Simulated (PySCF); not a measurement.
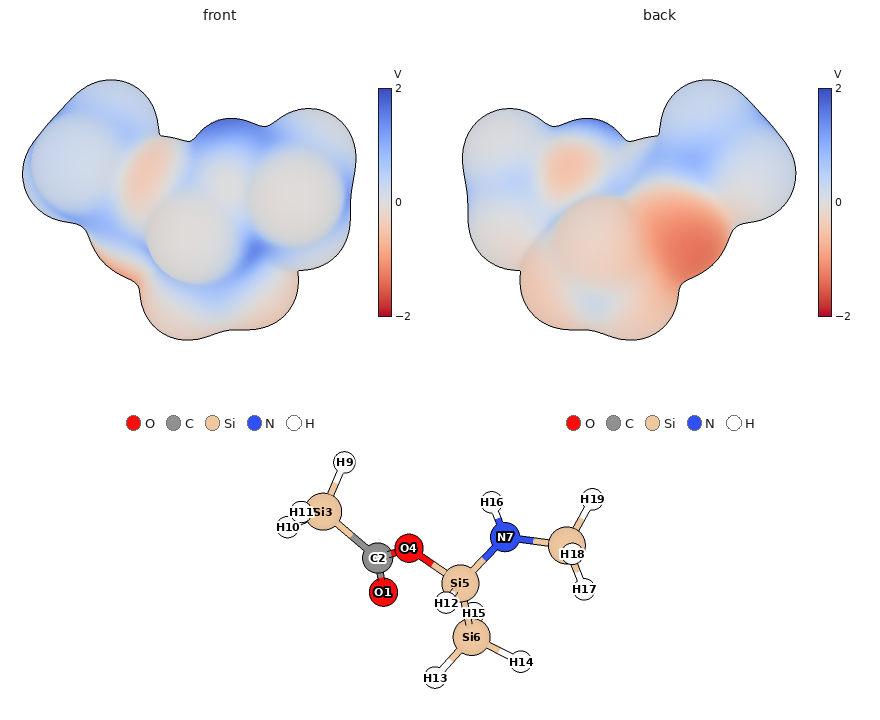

Figure. CH$_{11}$NO$_{2}$Si$_{4}$. The electrostatic potential painted on the density surface at 0.001 e/bohr³, seen from the front and from behind; red is negative and blue positive. The bare structure is drawn below in the same view.

Geometry: GFN2-xTB.

Computed with PySCF 2.14.0, PBE0/pcSseg-1, SCF density, gas phase, non-relativistic.

```xyz
19

O     2.0207   -1.1165   -0.4347
C     2.0182    0.0459   -0.0925
Si    3.5599    1.0492    0.4388
O     0.9263    0.7749   -0.0382
Si   -0.5957    0.1743   -0.4775
Si   -0.4352   -2.0987   -0.7431
N    -1.5362    0.6972    0.8751
Si   -3.2510    0.5488    1.0500
H     3.3725    1.4049    1.8457
H     4.7474    0.2252    0.2423
H     3.5850    2.2583   -0.3823
H    -0.8355    1.0533   -1.6366
H     0.2733   -2.4603   -1.9701
H    -1.8009   -2.6441   -0.9079
H     0.1253   -2.8189    0.4021
H    -1.1047    1.4005    1.4551
H    -3.5878   -0.7902    0.5798
H    -3.9706    1.5515    0.2545
H    -3.5206    0.7539    2.4737
```

> Where is the surface potential most negative and most positive?

The most negative region (about −1.3 V) lies over O1, the most positive (about +1.5 V) over H16. O1 is the likeliest acceptor of a hydrogen bond.

> What dipole moment does the calculation give?

Its dipole moment is 2.59 D.
